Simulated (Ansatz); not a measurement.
## Electronic structure of C$_{3}$H$_{3}$F$_{3}$O (SMILES CC(=O)C(F)(F)F) in real space

Input

```
crystal:
  periodic: [false, false, false]
  atoms:
    - {symbol: C, position_ang: [0.146408, -1.960556, 1.821130]}
    - {symbol: C, position_ang: [-0.698857, -1.530623, 0.653336]}
    - {symbol: C, position_ang: [-1.739906, -0.423836, 0.974732]}
    - {symbol: F, position_ang: [-2.456770, -0.092571, -0.088758]}
    - {symbol: F, position_ang: [-1.111013, 0.674726, 1.431038]}
    - {symbol: F, position_ang: [-2.573182, -0.847847, 1.942447]}
    - {symbol: O, position_ang: [-0.625183, -1.967097, -0.463805]}
    - {symbol: H, position_ang: [0.690890, -1.092550, 2.226078]}
    - {symbol: H, position_ang: [-0.499703, -2.339111, 2.628980]}
    - {symbol: H, position_ang: [0.850237, -2.738091, 1.500155]}
basis:
  gaussian:
    orbitals: def2-SVPD
hamiltonian:
  xc: {name: PBE0}
output:
  forces: true
  orbitals: {seedname: orbitals}
```

Launched as:

```sh
ansatz run input.yaml --threads 2 --pin off --max-ram 4350MiB --events-out events.jsonl --progress --plain --runs-dir runs
```

Geometry: B3LYP-D3(BJ)/def2-SVP.

These are results of isolated molecule in a Gaussian basis; Kohn-Sham density functional theory, functional PBE0 (Ansatz), not measurements.

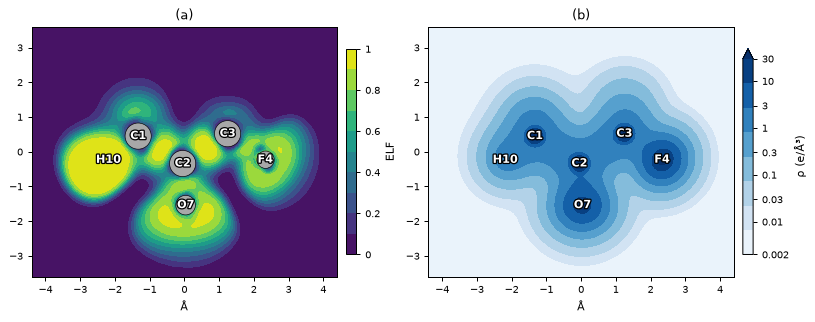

Figure 1. (a) electron localisation function; (b) total electron density on the plane of atoms C1, C2 and O7. Grey discs cover the atomic cores in the ELF map.

Read the bonding off the picture.

Answer.
- The plane passes through C, F, O and H nuclei.
- C–O (1.20 Å): the density is about 3.4 e/Å³ at the midpoint; the ELF peaks at about 0.85 between the atoms: a short, multiple covalent bond.
- C–F (1.32 Å): ρ is about 2.5 e/Å³ halfway; the ELF peaks at about 0.85 between the atoms, as expected for a polar covalent bond.
- C–C (1.50 Å): ρ at the midpoint is about 1.7 e/Å³; the ELF peaks at about 0.95 between the atoms (a covalent bond).
- C–H (1.10 Å): ρ at the midpoint is about 1.9 e/Å³; the ELF climbs to about 1 towards the hydrogen, as it does in any bond to H; an ordinary covalent bond to hydrogen.
- C–C (1.55 Å): ρ at the midpoint is about 1.7 e/Å³; the ELF peaks at about 1 between the atoms; a covalent bond.
- The ELF also peaks beside O7 and F4, away from the bonds: lone-pair regions.

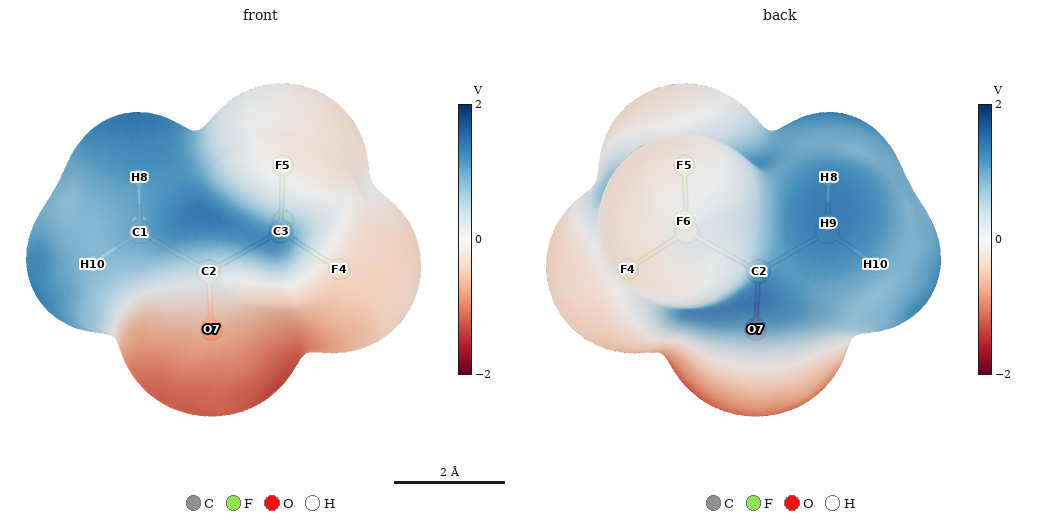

Figure 2. The molecular electrostatic potential painted on the density surface at 0.002 e/bohr³, seen from the front and from behind; red is negative and blue positive.

Where is the surface potential most negative and most positive?

Answer. The most negative region (about −1.3 V) lies over O7, the most positive (about +1.5 V) over the π face of C2. O7 is the likeliest acceptor of a hydrogen bond.

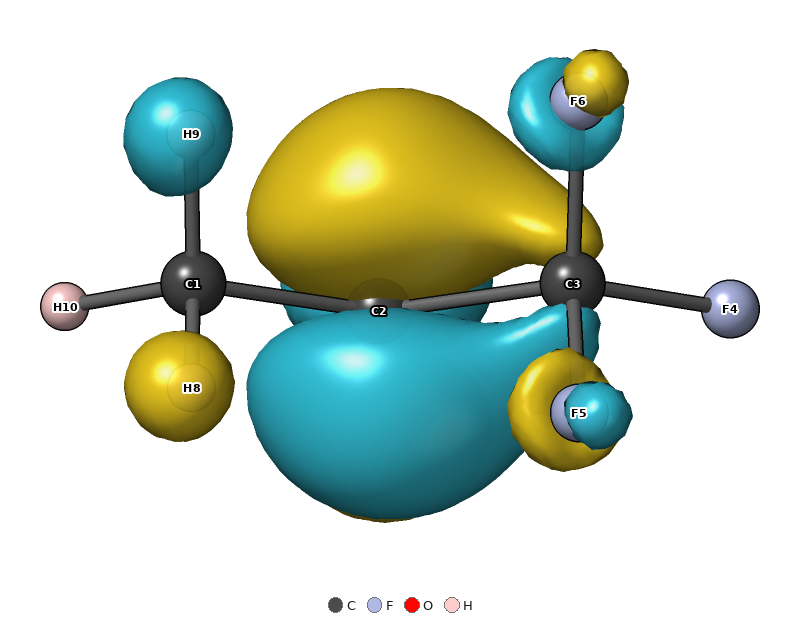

Figure 3. One frontier orbital at ±0.15 Å⁻³ᐟ² (yellow and cyan are the two phases), seen from one side.

Which orbital is it: HOMO or LUMO?

Answer. The LUMO, at −1.79 eV. Its weight (Hirshfeld) is mainly on C2 (about 40 %), O7 (about 35 %) and C3 (about 10 %); π-antibonding (π*) across C2–O7.
